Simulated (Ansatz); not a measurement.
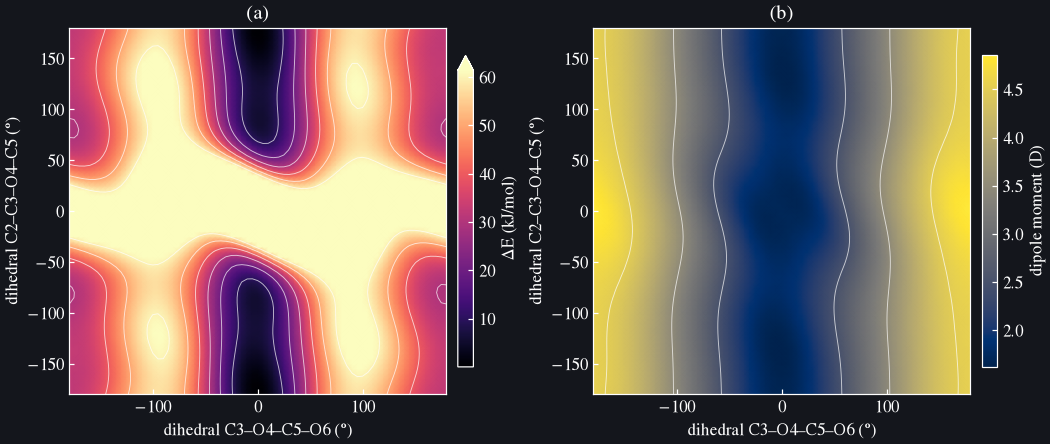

C4H4O2, SMILES C#CCOC=O. Coordinates scanned: (1) dihedral C3–O4–C5–O6; (2) dihedral C2–C3–O4–C5. Nothing is relaxed (all other coordinates rigid). The grid has 18 × 18 points; 164 points were computed and 160 follow by symmetry. Points are written as (first, second). Energies: kJ/mol, counted from the relaxed molecule at the same level. Level of theory: RHF/def2-SVP (Ansatz).

Panel (a) is the energy and panel (b) the computed dipole moment on the same grid.

Drawn: a smooth colour map with a few white contour lines, one colour for all values above the top of the scale. Between grid points the surface is interpolated.

Question: How does the dipole moment vary over the map, and what is it at the lowest grid point?

Answer: Leaving out the highest fifth of the energies, it runs from 1.62 D at (0°, −140°) to 4.71 D at (−180°, −40°). At the lowest grid point, (0°, −180°), it is 1.66 D.

```tsv
dihedral C2–C3–O4–C5 ↓, dihedral C3–O4–C5–O6 →	−160	−120	−80	−40	0	40	80	120	160
140	4.45	3.86	3.04	2.18	1.62	2.08	2.97	3.84	4.45
100	4.47	3.88	3.09	2.31	1.74	2.07	2.94	3.84	4.46
60	4.53	3.87	2.96	2.23	1.81	2.22	3.09	3.98	4.58
20	4.66	3.98	2.93	1.95	1.70	2.09	3.15	4.08	4.74
−20	4.74	4.08	3.15	2.09	1.70	1.95	2.93	3.98	4.66
−60	4.58	3.98	3.09	2.22	1.81	2.23	2.96	3.87	4.53
−100	4.46	3.84	2.94	2.07	1.74	2.31	3.09	3.88	4.47
−140	4.45	3.84	2.97	2.08	1.62	2.18	3.04	3.86	4.45
−180	4.45	3.85	3.00	2.13	1.66	2.13	3.00	3.85	4.45
```

The table holds every second grid line.
